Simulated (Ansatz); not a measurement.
# Run report: B2SiH6, geometry relaxation (part 2 of 2)

B2SiH6; RKS PBE-D4/def2-SVP (Ansatz 0.2.0). 

Geometry of the input (Å):
```
B  -1.0142  0.4915  -1.1457
Si 0.3154  -0.9996  1.2183
B  0.6821  0.4964  -0.0705
H  -1.1259  -0.2030  -2.1119
H  -1.9611  1.1342  -0.8012
H  0.8364  1.4975  0.4741
H  1.6002  0.2747  -0.7266
H  0.6419  -2.3417  0.8887
H  -0.3453  -0.7546  2.4511
```

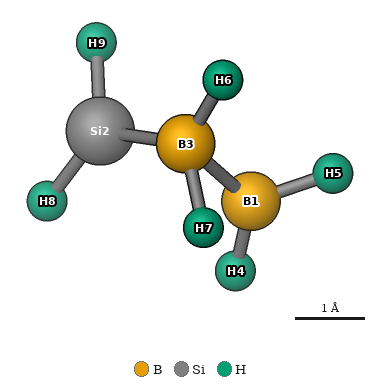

*The geometry at step 12 of the log (ball-and-stick view, seen at a tilt; atoms are numbered from 1 in the order of the input).*

Trajectory as extended XYZ, continued:
```
9
Properties=species:S:1:pos:R:3:forces:R:3 step=5 energy=-9314.97787
B    -0.8356    0.3938   -0.9329   -0.0303  -0.0090  -0.0121
Si    0.3100   -0.8603    1.0724    0.0110  -0.0108   0.0168
B     0.6956    0.5491   -0.1146    0.1205   0.0479   0.0333
H    -0.9423   -0.2935   -1.9335    0.0059  -0.0103   0.0155
H    -1.7921    1.0715   -0.5998    0.0077  -0.0091   0.0125
H     0.6394    1.6270    0.4648   -0.0315  -0.0057  -0.0240
H     1.5302    0.1982   -0.9399   -0.0376   0.0022  -0.0175
H     0.5029   -2.3330    0.8042   -0.0247   0.0006  -0.0096
H    -0.4785   -0.7573    2.3554   -0.0211  -0.0057  -0.0148
9
Properties=species:S:1:pos:R:3:forces:R:3 step=6 energy=-9314.98240
B    -0.8266    0.3733   -0.9066    0.0742   0.0181   0.0247
Si    0.3100   -0.8500    1.0616    0.0203  -0.0022   0.0126
B     0.7238    0.5655   -0.1122    0.0216  -0.0557   0.0792
H    -0.9336   -0.3211   -1.8973   -0.0138  -0.0481  -0.0562
H    -1.7810    1.0440   -0.5681   -0.0628   0.0368   0.0191
H     0.6430    1.6453    0.4557   -0.0096   0.0250  -0.0289
H     1.5361    0.2112   -0.9551   -0.0102   0.0222  -0.0335
H     0.4686   -2.3228    0.7742   -0.0071  -0.0022  -0.0135
H    -0.5109   -0.7499    2.3238   -0.0125   0.0061  -0.0035
9
Properties=species:S:1:pos:R:3:forces:R:3 step=7 energy=-9314.98397
B    -0.8210    0.3651   -0.8951    0.0485  -0.0033   0.0277
Si    0.3161   -0.8481    1.0632   -0.0283  -0.0105  -0.0114
B     0.7371    0.5686   -0.1056   -0.0026  -0.0483   0.0618
H    -0.9301   -0.3345   -1.8839   -0.0042  -0.0195  -0.0309
H    -1.7774    1.0355   -0.5562   -0.0273   0.0271   0.0032
H     0.6431    1.6544    0.4483    0.0034   0.0208  -0.0305
H     1.5354    0.2199   -0.9639   -0.0059   0.0295  -0.0253
H     0.4530   -2.3199    0.7583    0.0069   0.0043   0.0035
H    -0.5268   -0.7456    2.3111    0.0095   0.0000   0.0019
9
Properties=species:S:1:pos:R:3:forces:R:3 step=8 energy=-9314.98504
B    -0.8162    0.3658   -0.8999    0.0701  -0.0459   0.0843
Si    0.3154   -0.8580    1.0624    0.0016   0.0296   0.0250
B     0.7374    0.5672   -0.0901   -0.0519   0.0111  -0.0154
H    -0.9255   -0.3422   -1.8822   -0.0022  -0.0250  -0.0333
H    -1.7667    1.0487   -0.5710   -0.0284   0.0504  -0.0179
H     0.6376    1.6597    0.4480    0.0102  -0.0003   0.0041
H     1.5138    0.2339   -0.9737    0.0142   0.0068  -0.0327
H     0.4469   -2.3290    0.7663    0.0080  -0.0307  -0.0416
H    -0.5133   -0.7506    2.3163   -0.0215   0.0038   0.0275
9
Properties=species:S:1:pos:R:3:forces:R:3 step=9 energy=-9314.98825
B    -0.8060    0.3468   -0.8802   -0.0054   0.0213  -0.0850
Si    0.3251   -0.8705    1.0663   -0.0117   0.0170   0.0410
B     0.7453    0.5699   -0.0624   -0.0193   0.1382  -0.0097
H    -0.9124   -0.3792   -1.8533   -0.0360  -0.0412   0.0647
H    -1.7351    1.0905   -0.6058    0.0675  -0.0450  -0.0316
H     0.6220    1.6768    0.4433    0.0613  -0.0829   0.0297
H     1.4727    0.2668   -1.0042   -0.0598  -0.0003   0.0303
H     0.4264   -2.3403    0.7560    0.0204  -0.0233  -0.0759
H    -0.5085   -0.7651    2.3163   -0.0171   0.0163   0.0365
9
Properties=species:S:1:pos:R:3:forces:R:3 step=10 energy=-9315.01721
B    -0.7723    0.3189   -0.8589   -0.1614   0.0414  -0.2217
Si    0.3391   -0.9043    1.0664   -0.0482  -0.0135   0.0102
B     0.7573    0.5883    0.0183   -0.1003   0.5531  -0.3747
H    -0.9018   -0.5340   -1.7403   -0.1251   0.1580   0.3201
H    -1.6465    1.2141   -0.7342    0.6274  -0.5297  -0.1922
H     0.6067    1.7191    0.4693    0.2575  -0.2882   0.1398
H     1.3513    0.3660   -1.0760   -0.4622   0.0379   0.3930
H     0.3776   -2.3656    0.7096    0.0297   0.0120  -0.1502
H    -0.4819   -0.8071    2.3219   -0.0174   0.0289   0.0756
9
Properties=species:S:1:pos:R:3:forces:R:3 step=11 energy=-9315.18920
B    -0.7407    0.2796   -0.8618    0.0691   0.2015  -0.2004
Si    0.3334   -0.9193    1.0561   -0.0060   0.0034  -0.0380
B     0.7378    0.6254    0.0773   -0.2554   0.5079  -0.4591
H    -0.9228   -0.6650   -1.6475   -0.0790   0.3190   0.4535
H    -1.5350    1.2786   -0.8808    0.8190  -0.8416  -0.1836
H     0.6514    1.7486    0.5573    0.2448  -0.3059   0.0438
H     1.1995    0.4467   -1.1182   -0.7389   0.0919   0.5011
H     0.3511   -2.3671    0.6566   -0.0153   0.0077  -0.1958
H    -0.4452   -0.8319    2.3371   -0.0382   0.0160   0.0784
9
Properties=species:S:1:pos:R:3:forces:R:3 step=12 energy=-9315.47599
B    -0.6917    0.2398   -0.8453    0.2791   0.3795  -0.2920
Si    0.3268   -0.9242    1.0446   -0.0344  -0.0159  -0.0521
B     0.7118    0.6631    0.1197   -0.2571   0.2491  -0.2460
H    -0.9377   -0.7509   -1.5475    0.0501   0.2927   0.4051
H    -1.3979    1.2814   -1.0094    0.6425  -0.8164  -0.0117
H     0.7016    1.7709    0.6238    0.1906  -0.1589  -0.0676
H     1.0204    0.5192   -1.1435   -0.8185   0.0251   0.4042
H     0.3225   -2.3561    0.5902   -0.0215   0.0428  -0.1733
H    -0.4263   -0.8477    2.3434   -0.0308   0.0021   0.0335
9
Properties=species:S:1:pos:R:3:forces:R:3 step=13 energy=-9315.74190
B    -0.6054    0.2313   -0.8474   -0.1217   0.1115  -0.0923
Si    0.3055   -0.9239    1.0334   -0.0364  -0.0970  -0.0519
B     0.6833    0.6900    0.1510   -0.0030   0.1395   0.2335
H    -0.9105   -0.7850   -1.4611    0.1968   0.0890   0.1808
H    -1.2941    1.2324   -1.0615    0.2115  -0.2690  -0.0529
H     0.7573    1.7939    0.6408    0.1629  -0.0145  -0.1443
H     0.8242    0.5496   -1.1501   -0.3745  -0.0314   0.0702
H     0.2978   -2.3378    0.5244   -0.0200   0.0805  -0.0997
H    -0.4286   -0.8550    2.3466   -0.0156  -0.0086  -0.0435
9
Properties=species:S:1:pos:R:3:forces:R:3 step=14 energy=-9315.80110
B    -0.6108    0.2122   -0.7657   -0.0557   0.2658  -0.3502
Si    0.2858   -0.9235    1.0176   -0.2166  -0.1210  -0.0538
B     0.6700    0.7313    0.2087    0.0705   0.3068  -0.1310
H    -0.7832   -0.8580   -1.3382   -0.0711   0.1472   0.1969
H    -1.2794    1.1742   -1.1485   -0.0616  -0.3421   0.2022
H     0.9126    1.8565    0.6115   -0.0363  -0.2832  -0.1463
H     0.6602    0.5845   -1.1318    0.2863   0.0379   0.1858
H     0.2377   -2.2925    0.4028    0.0834   0.0478   0.0715
H    -0.4635   -0.8892    2.3196    0.0010  -0.0592   0.0248
9
Properties=species:S:1:pos:R:3:forces:R:3 step=15 energy=-9315.83684
B    -0.5818    0.2349   -0.7825   -0.2799   0.2025   0.0675
Si    0.2436   -0.9148    0.9969    0.0614   0.0757  -0.2027
B     0.6967    0.7454    0.1944   -0.0846  -0.1280   0.1867
H    -0.7924   -0.8699   -1.2593    0.0194   0.0829  -0.0039
H    -1.3426    1.1417   -1.1130    0.1708  -0.2158   0.0073
H     0.9515    1.8597    0.5884    0.0074  -0.0686  -0.0623
H     0.7047    0.6001   -1.1354    0.0703  -0.0262  -0.0394
H     0.2702   -2.2911    0.3947    0.0367   0.0696   0.0778
H    -0.5205   -0.9105    2.2920   -0.0015   0.0078  -0.0311
9
Properties=species:S:1:pos:R:3:forces:R:3 step=16 energy=-9315.84487
B    -0.5989    0.2511   -0.7714    0.0510  -0.0199   0.0704
Si    0.2409   -0.9141    0.9880   -0.0267  -0.0301  -0.0657
B     0.6927    0.7382    0.1967   -0.0273  -0.0020   0.0722
H    -0.8139   -0.8462   -1.2552   -0.0127  -0.0527   0.0043
H    -1.3401    1.1471   -1.1235   -0.0077   0.0219  -0.0225
H     0.9622    1.8465    0.5804    0.0183   0.0561  -0.0020
H     0.7039    0.5852   -1.1303    0.0055  -0.0196  -0.0460
H     0.3213   -2.2999    0.4182   -0.0172   0.0561  -0.0015
H    -0.5387   -0.9124    2.2733    0.0167  -0.0097  -0.0092
9
Properties=species:S:1:pos:R:3:forces:R:3 step=17 energy=-9315.84735
B    -0.5973    0.2513   -0.7627    0.0572  -0.0242   0.0181
Si    0.2342   -0.9112    0.9797   -0.0179  -0.0440  -0.0050
B     0.6911    0.7458    0.2041    0.0039   0.0443   0.0030
H    -0.8129   -0.8575   -1.2277   -0.0039   0.0139   0.0138
H    -1.3385    1.1386   -1.1328   -0.0305   0.0290  -0.0235
H     0.9740    1.8573    0.5765   -0.0010  -0.0064  -0.0112
H     0.7040    0.5828   -1.1278   -0.0157  -0.0184  -0.0009
H     0.3169   -2.2906    0.4006    0.0059   0.0159   0.0079
H    -0.5421   -0.9210    2.2661    0.0018  -0.0100  -0.0021
9
Properties=species:S:1:pos:R:3:forces:R:3 step=18 energy=-9315.84818
B    -0.5964    0.2565   -0.7568    0.0031   0.0330  -0.0039
Si    0.2278   -0.9112    0.9743    0.0020   0.0003   0.0131
B     0.6904    0.7510    0.2083   -0.0033   0.0117  -0.0099
H    -0.8168   -0.8586   -1.2045   -0.0046  -0.0010   0.0007
H    -1.3393    1.1384   -1.1442    0.0022  -0.0145   0.0031
H     0.9850    1.8628    0.5697   -0.0003  -0.0080  -0.0021
H     0.7016    0.5777   -1.1259   -0.0004  -0.0108   0.0044
H     0.3277   -2.2882    0.3961    0.0058  -0.0066  -0.0039
H    -0.5504   -0.9329    2.2592   -0.0046  -0.0041  -0.0014
9
Properties=species:S:1:pos:R:3:forces:R:3 step=19 energy=-9315.84836
B    -0.5965    0.2603   -0.7542    0.0007   0.0093   0.0001
Si    0.2262   -0.9104    0.9728    0.0012   0.0024   0.0108
B     0.6903    0.7533    0.2095   -0.0089   0.0044  -0.0098
H    -0.8215   -0.8582   -1.1929    0.0004   0.0021   0.0011
H    -1.3403    1.1381   -1.1480    0.0015  -0.0036   0.0023
H     0.9907    1.8648    0.5660    0.0009  -0.0034   0.0009
H     0.7018    0.5727   -1.1248    0.0037  -0.0039  -0.0016
H     0.3366   -2.2865    0.3938    0.0019  -0.0051  -0.0034
H    -0.5579   -0.9386    2.2539   -0.0014  -0.0021  -0.0005
```

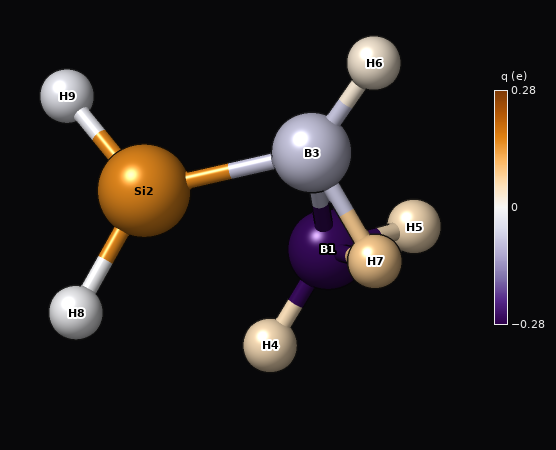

*Mulliken charges, as the colour of each atom (ball-and-stick view, seen at a tilt; atoms are numbered from 1 in the order of the input).*

By element: B −0.26 to −0.07, Si +0.16 and H −0.02 to +0.08 e.
